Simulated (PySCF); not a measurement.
Breaking a bond: CCl, doublet.

- ROKS-wB97X-V = restricted open-shell wB97X-V/6-31G run with PySCF
- ROHF/6-31G (PySCF)
- UKS-M06-2X = PySCF 2.14.0 with unrestricted M06-2X/6-31G

Magnitude of the dipole moment (D; its direction can reverse along the curve, and a method can change to another solution) and Mulliken charge of the fragment that holds C1:

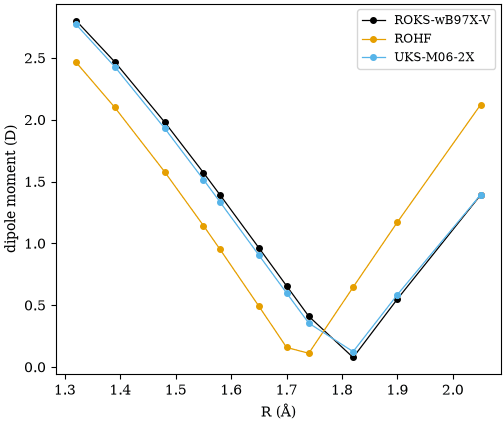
Dipole moment against bond length.

```json
[
 {"R / Å": "1.32", "μ ROKS-wB97X-V": "2.80", "q ROKS-wB97X-V": "-0.35", "μ ROHF": "2.46", "q ROHF": "-0.27", "μ UKS-M06-2X": "2.77", "q UKS-M06-2X": "-0.36"},
 {"R / Å": "1.39", "μ ROKS-wB97X-V": "2.47", "q ROKS-wB97X-V": "-0.33", "μ ROHF": "2.10", "q ROHF": "-0.24", "μ UKS-M06-2X": "2.43", "q UKS-M06-2X": "-0.34"},
 {"R / Å": "1.48", "μ ROKS-wB97X-V": "1.98", "q ROKS-wB97X-V": "-0.27", "μ ROHF": "1.58", "q ROHF": "-0.19", "μ UKS-M06-2X": "1.93", "q UKS-M06-2X": "-0.28"},
 {"R / Å": "1.55", "μ ROKS-wB97X-V": "1.57", "q ROKS-wB97X-V": "-0.22", "μ ROHF": "1.14", "q ROHF": "-0.14", "μ UKS-M06-2X": "1.52", "q UKS-M06-2X": "-0.23"},
 {"R / Å": "1.58", "μ ROKS-wB97X-V": "1.39", "q ROKS-wB97X-V": "-0.20", "μ ROHF": "0.95", "q ROHF": "-0.12", "μ UKS-M06-2X": "1.33", "q UKS-M06-2X": "-0.20"},
 {"R / Å": "1.65", "μ ROKS-wB97X-V": "0.96", "q ROKS-wB97X-V": "-0.14", "μ ROHF": "0.49", "q ROHF": "-0.06", "μ UKS-M06-2X": "0.90", "q UKS-M06-2X": "-0.15"},
 {"R / Å": "1.70", "μ ROKS-wB97X-V": "0.66", "q ROKS-wB97X-V": "-0.11", "μ ROHF": "0.16", "q ROHF": "-0.02", "μ UKS-M06-2X": "0.60", "q UKS-M06-2X": "-0.10"},
 {"R / Å": "1.74", "μ ROKS-wB97X-V": "0.41", "q ROKS-wB97X-V": "-0.07", "μ ROHF": "0.11", "q ROHF": "0.01", "μ UKS-M06-2X": "0.35", "q UKS-M06-2X": "-0.07"},
 {"R / Å": "1.82", "μ ROKS-wB97X-V": "0.08", "q ROKS-wB97X-V": "-0.01", "μ ROHF": "0.65", "q ROHF": "0.07", "μ UKS-M06-2X": "0.12", "q UKS-M06-2X": "-0.01"},
 {"R / Å": "1.90", "μ ROKS-wB97X-V": "0.55", "q ROKS-wB97X-V": "0.04", "μ ROHF": "1.17", "q ROHF": "0.13", "μ UKS-M06-2X": "0.59", "q UKS-M06-2X": "0.04"},
 {"R / Å": "2.05", "μ ROKS-wB97X-V": "1.39", "q ROKS-wB97X-V": "0.14", "μ ROHF": "2.12", "q ROHF": "0.22", "μ UKS-M06-2X": "1.39", "q UKS-M06-2X": "0.13"}
]
```

The scan ran from 1.32 to 6.52 Å; beyond the distances shown one of the unrestricted levels run for this scan, shown here or not, changes its spin distribution in one step.
